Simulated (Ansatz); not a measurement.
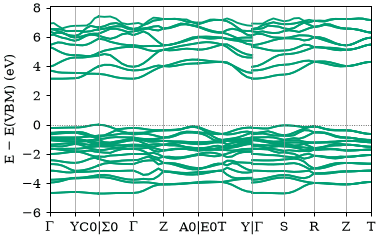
*Band structure from plane-wave PAW r²SCAN with spin–orbit coupling (Ansatz code)*

### Question
Read off the gap and where the band edges lie.

### Answer
About 3.1 eV (3.14 eV by a search for the band edges); maximum at Σ0, minimum at Γ.

The material is SrBiIO₂ in space group Cmcm (No. 63; Sr on 4c, Bi on 4c, I on 4c, O on 8e).

The workflow started from a Materials Project entry (that database holds measured and hypothetical structures alike); the Crystallography Open Database files this formula in space group No. 63, but the cells were not matched. Whether it is the stable phase at ambient conditions was not checked. The r²SCAN relaxation kept the symmetry of its start; whether a distortion lowers the energy is not shown.

Potentials: the later of the program's two PAW sets.
